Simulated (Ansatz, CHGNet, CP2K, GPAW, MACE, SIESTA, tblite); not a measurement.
# Which run comes nearest? Twisted Ti2CO2 MXene bilayer, 21.79° (70 atoms)

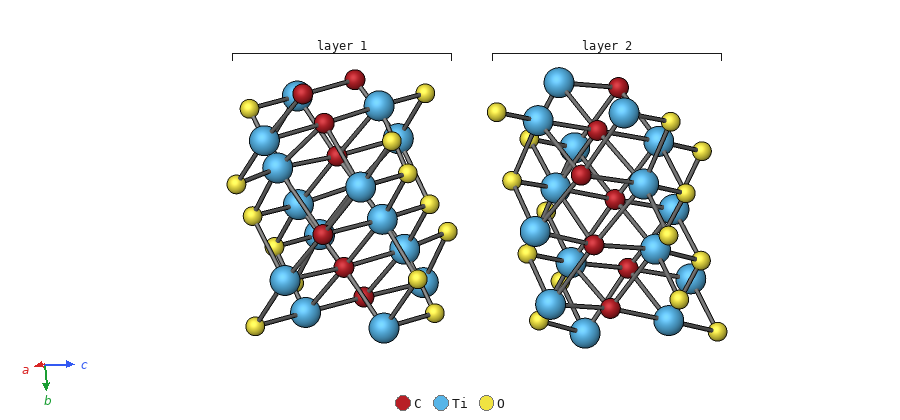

The cell (carbon red, titanium blue, oxygen yellow). Some periodic images of atoms are drawn too.

The cell holds 70 atoms: 14 C, 28 Ti and 28 O. Cell: a = 8.017 Å, b = 8.017 Å, c = 25.740 Å, α = 90.0°, β = 90.0°, γ = 120.0°. It derives from Ti2CO2 (Ti2CO2 MXene). Ti2CO2 MXene (a = 3.03 Å) under Ti2CO2 MXene (a = 3.03 Å), bilayer, commensurate cell of 7 unit cells a layer, twist 21.79 deg; facing planes 2.86 Å apart; 14 Å of vacuum; layers as built, displaced by a Gaussian of 0.01 Å. Then every atom was moved at random, 0.05 Å r.m.s. a Cartesian component. Regions: layer 1, 35 atoms (7 C, 14 Ti and 14 O); layer 2, 35 atoms (7 C, 14 Ti and 14 O). Vacuum lies along c.

Geometry: as built.

The reference, a calculation:

```
method                                           : Kohn-Sham DFT, PBE, PAW, plane waves (Ansatz 0.2.0); cutoff 420 eV, Γ point, fermi-dirac smearing of 0.05 eV; PAW set soft_2
r.m.s. force component                           : 0.7727 eV/Å
longest force                                    : 2.434 eV/Å
gap (highest filled to lowest empty level) : 0.3171 eV
SCF cycles                                       : 12
time                                             : 18 s on 4 threads of Arm Neoverse V2, shared host
CPU time                                         : 67 s
```

**Question.** The same geometry is run in other programs. How far does each lie from the reference, and what does it cost?
- GPAW PBE, LCAO szp(dzp), h 0.18 Å (GPAW 26.7.0; 1 thread)
- GPAW PBE, LCAO dzp, h 0.18 Å (GPAW 26.7.0; 1 thread)
- SIESTA PBE, SZP, shift 0.01 Ry, mesh 500 Ry (SIESTA 5.4.2; 2 MPI ranks)
- tblite GFN1-xTB (tblite 0.8.0; 1 thread)
- SIESTA PBE, TZP, shift 0.01 Ry, mesh 500 Ry (SIESTA 5.4.2; 4 MPI ranks)
- SIESTA PBE, DZP, shift 0.005 Ry, mesh 500 Ry (SIESTA 5.4.2; 2 MPI ranks)
- GPAW PBE, LCAO dzp, h 0.25 Å (GPAW 26.7.0; 1 thread)
- MACE MPA-0 medium potential (MACE MPA-0 medium; 1 thread)
- SIESTA PBE, DZP, shift 0.01 Ry, mesh 500 Ry (SIESTA 5.4.2; 2 MPI ranks)
- MACE MP-0b2 small potential (MACE MP-0b2 small; 1 thread)

Differences are against the plane-wave reference, forces as r.m.s. over components; share is that over the reference's r.m.s. force, slope the least-squares factor from reference forces to these. Total energies of different programs have different zeros and aren't compared.

```csv
run,"Δ force, r.m.s. (meV/Å)",share (%),slope,Δ gap (eV),cores,CPU time,memory (GiB)
reference,-,-,-,-,4,67 s,1.7
"GPAW PBE, LCAO szp(dzp), h 0.18 Å (coarse)",198,25.6,1.041,-0.0701,1,6.1 min,1.8
"GPAW PBE, LCAO dzp, h 0.18 Å",190,24.6,1.032,-0.0283,1,9 min,1.9
"SIESTA PBE, SZP, shift 0.01 Ry, mesh 500 Ry (coarse)",123,15.9,0.997,-,2,6.9 min,1.6
tblite GFN1-xTB,611,79.1,0.502,-,1,3.5 s,0.13
"SIESTA PBE, TZP, shift 0.01 Ry, mesh 500 Ry",41.5,5.37,1.002,-,4,14 min,2.6
"SIESTA PBE, DZP, shift 0.005 Ry, mesh 500 Ry",135,17.5,1.003,-,2,14 min,2.1
"GPAW PBE, LCAO dzp, h 0.25 Å (coarse)",313,40.5,1.001,-0.029,1,3.8 min,0.86
MACE MPA-0 medium potential,284,36.7,0.828,-,1,6.4 s,0.95
"SIESTA PBE, DZP, shift 0.01 Ry, mesh 500 Ry",80.7,10.4,1.007,-,2,9.1 min,1.8
MACE MP-0b2 small potential,350,45.3,0.892,-,1,5.4 s,0.67
```

Rows marked coarse were listed beforehand as settings not expected to be converged; some can still land near the reference.

Times of the machine-learned potentials are mostly Python's start and the loading of weights.

CPU time is summed over cores on a shared host, where runs went side by side, so it is rough. Symmetry, cutoffs, thresholds, outputs and thread counts weren't matched or tuned between programs; memory under MPI is the largest rank's times the ranks.

The PBE runs in local orbitals, coarse settings apart, differ by 5.4 % (SIESTA PBE, TZP, shift 0.01 Ry, mesh 500 Ry) to 25 % (GPAW PBE, LCAO dzp, h 0.18 Å); basis, grid and potentials can all enter. Tight binding differs by 79 % (tblite GFN1-xTB); it is another model, with fitted parameters of its own, and the xTB methods hold dispersion. Machine-learned potentials differ by 37 % (MACE MPA-0 medium potential) to 45 % (MACE MP-0b2 small potential); they were trained on other programs' data. Among those trained on PBE data the slope goes as low as 0.83, which softening far from their training structures can give, though the reference's k-sampling is untested too. Runs with settings chosen to be coarse differ by 16 % (SIESTA PBE, SZP, shift 0.01 Ry, mesh 500 Ry) to 41 % (GPAW PBE, LCAO dzp, h 0.25 Å), their programs' other errors included. Periodic xTB results under one method name differ between programs and library versions. Machine-learned potentials mimic data converged in k, so the reference's own k-point error enters their differences. The runs have no spin polarisation, so moments on Ti can't form, and no Hubbard term. The electronic-structure runs sample only Γ, in a cell whose shortest periodic width is 7 Å.

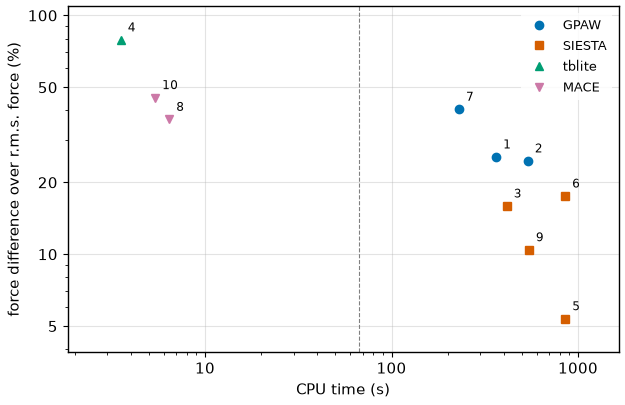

Force difference against CPU time; the dashed line marks the reference's time. Points: 1 GPAW PBE, LCAO szp(dzp), h 0.18 Å; 2 GPAW PBE, LCAO dzp, h 0.18 Å; 3 SIESTA PBE, SZP, shift 0.01 Ry, mesh 500 Ry; 4 tblite GFN1-xTB; 5 SIESTA PBE, TZP, shift 0.01 Ry, mesh 500 Ry; 6 SIESTA PBE, DZP, shift 0.005 Ry, mesh 500 Ry; 7 GPAW PBE, LCAO dzp, h 0.25 Å; 8 MACE MPA-0 medium potential; 9 SIESTA PBE, DZP, shift 0.01 Ry, mesh 500 Ry; 10 MACE MP-0b2 small potential.

[Logs are printed without paths, hosts, clocks, repeated set-up lines and the standing remarks that a program may print on its own settings, such as how far it seeks lower states.]

[Hosts, paths, dates, database ids (printed as entryN), source tags and the programs' standing remarks are cut or masked in the printed files.]
